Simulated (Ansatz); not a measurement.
## What a change does: single-point calculation on C2H7GaN2

System: C2H7GaN2.
Method of the first run: RKS PBE0-D4/def2-TZVPP (Ansatz 0.2.0).

The geometry comes from this level: PBE0-D4/def2-TZVP. Text and figures count atoms from 1; the logs count them from 0 in places.

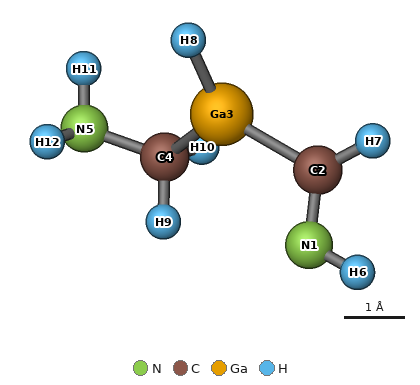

Fig. 1: The structure as given in the input (ball-and-stick view, seen at a tilt; atoms are numbered from 1 in the order of the input). Sticks mark near contacts. Bond lengths as drawn: C–Ga 1.99 Å, C–H 1.09 to 1.10 Å, C–N 1.27 to 1.46 Å, Ga–H 1.58 Å and H–N 1.01 to 1.02 Å.

### Input file, the first run
```yaml
crystal:
  periodic: [false, false, false]
  atoms:
    - {symbol: N, position_ang: [0.281978, 2.366450, 1.047327]}
    - {symbol: C, position_ang: [-0.719537, 1.619450, 1.295048]}
    - {symbol: Ga, position_ang: [-0.475038, -0.256658, 0.670053]}
    - {symbol: C, position_ang: [0.255294, -0.602637, -1.148243]}
    - {symbol: N, position_ang: [0.746975, -1.943942, -1.464904]}
    - {symbol: H, position_ang: [0.168587, 3.308052, 1.434556]}
    - {symbol: H, position_ang: [-1.589050, 1.995493, 1.858401]}
    - {symbol: H, position_ang: [-0.764386, -1.448062, 1.669645]}
    - {symbol: H, position_ang: [1.059474, 0.121059, -1.315199]}
    - {symbol: H, position_ang: [-0.509716, -0.326275, -1.882681]}
    - {symbol: H, position_ang: [0.027836, -2.638510, -1.305673]}
    - {symbol: H, position_ang: [1.517582, -2.194433, -0.858320]}
basis:
  gaussian: {orbitals: def2-TZVPP}
hamiltonian: {xc: pbe0, dispersion: d4}
output: {orbitals: {seedname: orbitals}}
```

Launched with:
```bash
ansatz run in.yaml --threads 4 --pin off --events-out ev --progress --plain --max-ram 10444MiB
```

Hardware: 4 threads of Arm Neoverse V2, 23 GiB of memory available, shared host.

### Output (the first run)
```
Functional definition: PBE0
  parameter a = 0.25
  parameter kappa = 0.804
  parameter beta = 0.06672455060314922
  exchange = (1 - a)*pbe_x(kappa = kappa, mu = beta*pi^2/3) + a*exact_x
  correlation = pbe_c(beta = beta)
1496 factors; their error is unknown
mean field evaluation 1: about -57520.7451 eV, gradient 7.9e1 eV
mean field evaluation 2: about -57471.8701 eV, gradient 1.4e2 eV
mean field evaluation 4: about -57533.1534 eV, gradient 8.5e0 eV
mean field evaluation 8: about -57533.3817 eV, gradient 1.5e-1 eV
mean field evaluation 16: about -57533.5684 eV, gradient 3.5e-4 eV
mean field -57533.56844110 eV, -2114.3196425570 hartree, gradient 3.5e-5 eV, S^2 0.000000; 0 other end points of the search recorded, 0 dependent functions left out
reference -57533.56847511 eV, -2114.3196438070 hartree; 32, 32 occupied and 238, 238 virtual orbitals, 1496 factors
Total energy: -57533.76489860 eV, -2114.3268622369 hartree
```

For the second run the input was changed thus:
```diff
-  gaussian: {orbitals: def2-TZVPP}
+  gaussian: {orbitals: def2-SVP}
```

Predict how the results change.

The total energy of the second run is 292.0 kcal/mol higher, which measures the change of basis and not a stability. The HOMO goes from −5.98 to −5.76 eV. The LUMO goes from −1.57 to −1.45 eV. The basis functions go from 270 to 123.

### Output (the second run)
```
Functional definition: PBE0
  parameter a = 0.25
  parameter kappa = 0.804
  parameter beta = 0.06672455060314922
  exchange = (1 - a)*pbe_x(kappa = kappa, mu = beta*pi^2/3) + a*exact_x
  correlation = pbe_c(beta = beta)
1265 factors; integrals over basis functions are off by at most 1.2e-3 eV
mean field evaluation 1: about -57511.3323 eV, gradient 6.5e1 eV
mean field evaluation 2: about -57479.3880 eV, gradient 1.2e2 eV
mean field evaluation 4: about -57520.6166 eV, gradient 5.7e0 eV
mean field evaluation 8: about -57520.9030 eV, gradient 9.4e-1 eV
mean field evaluation 16: about -57520.9052 eV, gradient 2.9e-4 eV
mean field -57520.90515541 eV, -2113.8542753914 hartree, gradient 9.9e-6 eV, S^2 0.000000; 0 other end points of the search recorded, 0 dependent functions left out
reference -57520.90518773 eV, -2113.8542765793 hartree; 32, 32 occupied and 91, 91 virtual orbitals, 1265 factors
Total energy: -57521.10161122 eV, -2113.8614950093 hartree
```

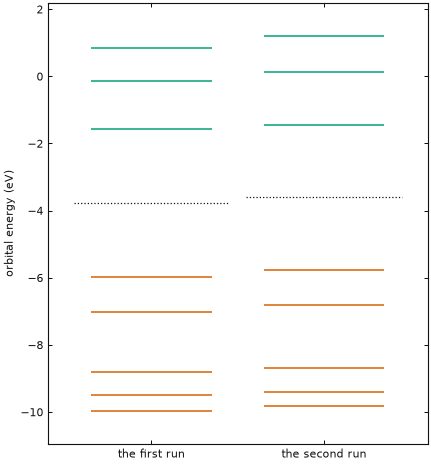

Fig. 2: The five highest filled and three lowest empty orbital energies of the two runs; the dotted lines part filled from empty levels. The HOMO–LUMO gap is 4.41 eV in the first run and 4.32 eV in the second run.

### The two runs side by side

| quantity | the first run | the second run |
| --- | --- | --- |
| outcome | converged | converged |
| total energy (hartree) | −2114.326862 | −2113.861495 |
| HOMO (eV) | −5.98 | −5.76 |
| LUMO (eV) | −1.57 | −1.45 |
| basis functions | 270 | 123 |
| wall time (shared host) | 3.7 s | 1.5 s |
